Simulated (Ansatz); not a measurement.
# C3H9B: what the fields show

Input file:

```
crystal:
  periodic: [false, false, false]
  atoms:
    - { symbol: B, position_ang: [0.0, 0.0, 0.0] }
    - { symbol: C, position_ang: [0.0, 0.0, 1.6] }
    - { symbol: H, position_ang: [-0.9996, -0.3092, 1.9705] }
    - { symbol: H, position_ang: [0.7676, -0.7111, 1.9705] }
    - { symbol: H, position_ang: [0.232, 1.0203, 1.9705] }
    - { symbol: C, position_ang: [1.3856, 0.0, -0.8] }
    - { symbol: H, position_ang: [1.7152, -1.0462, -0.9702] }
    - { symbol: H, position_ang: [1.2491, 0.508, -1.7774] }
    - { symbol: H, position_ang: [2.1552, 0.5381, -0.2082] }
    - { symbol: C, position_ang: [-1.3856, 0.0, -0.8] }
    - { symbol: H, position_ang: [-1.9458, -0.9305, -0.5708] }
    - { symbol: H, position_ang: [-1.9898, 0.8797, -0.4946] }
    - { symbol: H, position_ang: [-1.1839, 0.0508, -1.8903] }
basis:
  gaussian: { orbitals: "6-31G*" }
hamiltonian:
  xc: pbe
relax:
  f_tol: 0.02
  max_steps: 40
output:
  orbitals: {}
```

Run with:

```sh
ansatz run input.yaml --threads 1 --pin off --max-ram 2048MiB --backend cpu --events-out ev --progress --plain --runs-dir out
```

The fields are those of the run's last geometry, not of the input's.

The calculation used RKS PBE/6-31G* (Ansatz 0.2.0).

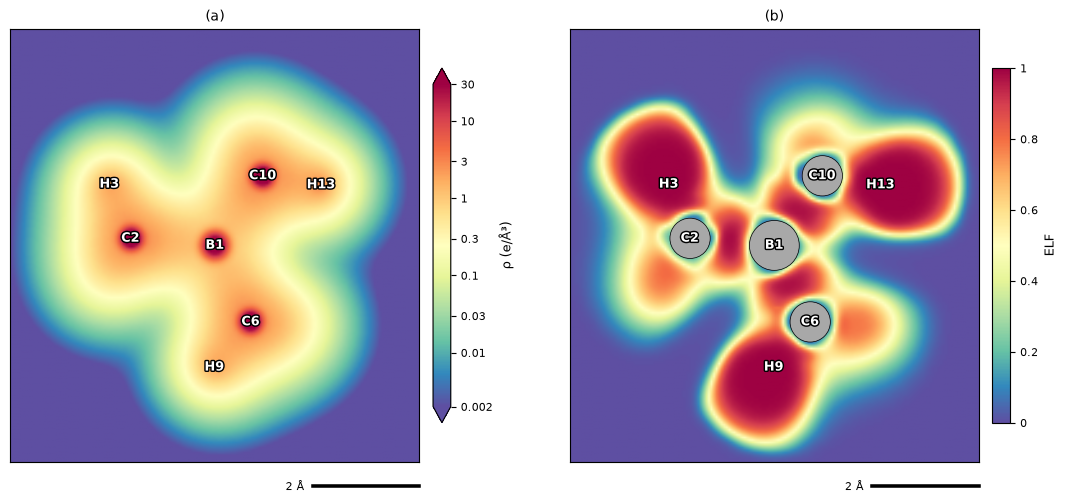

Figure 1. (a) total electron density; (b) electron localisation function on the plane of atoms B1, C10 and H13. Grey discs cover the atomic cores in the ELF map.

Interpret the plot.

- Atoms in the plane: B, C and H.
- C–B (1.58 Å): ρ at the midpoint is about 1.4 e/Å³; the ELF peaks at about 1 between the atoms; a shared electron pair.
- C–H (1.10 Å): ρ is about 1.9 e/Å³ halfway; the ELF climbs to about 1 towards the hydrogen, as it does in any bond to H; an ordinary covalent bond to hydrogen.

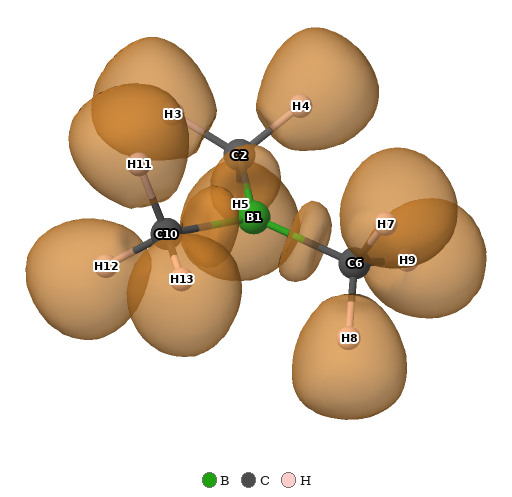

Figure 2. Isosurface of the electron localisation function at 0.85 (orange), seen at an oblique angle. Only the valence region is drawn (cores and ρ < 0.01 e/Å³ removed).

What do the ELF domains correspond to?

At this value the surface marks out three regions between bonded B–C atoms (shared pairs) and nine regions around hydrogen nuclei.

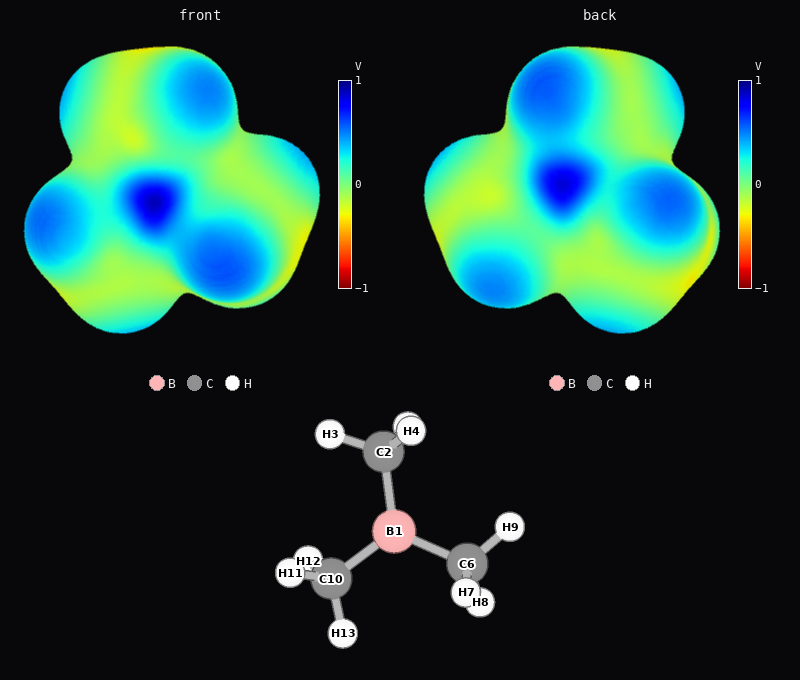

Figure 3. The electrostatic potential painted on the density surface at 0.002 e/bohr³, seen from the front and from behind; red is negative and blue positive. The bare structure is drawn below in the same view.

Which sites attract a positive test charge, and which a negative one?

A positive charge is drawn to the negative regions and a negative charge to the positive ones. The most negative region (about −0.3 V) lies over C2, C6 and C10, the most positive (about +0.8 V) over B1.

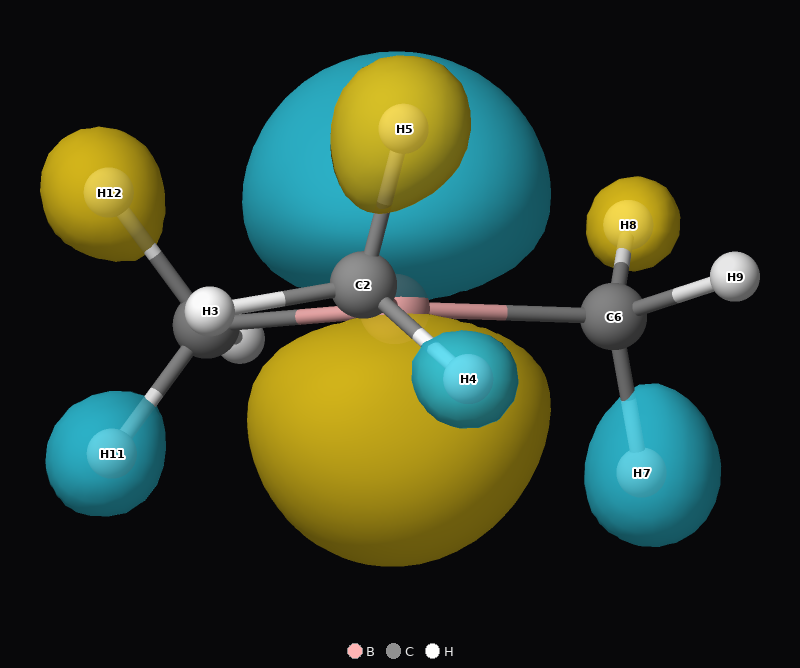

Figure 4. The LUMO at ±0.15 Å⁻³ᐟ² (yellow and cyan are the two phases), seen from one side.

What is the character of this orbital?

Its weight (Hirshfeld) is mainly on B1 (about 50 %), C10 (about 10 %), C6 (about 10 %) and C2 (about 10 %). Its energy is −0.89 eV.
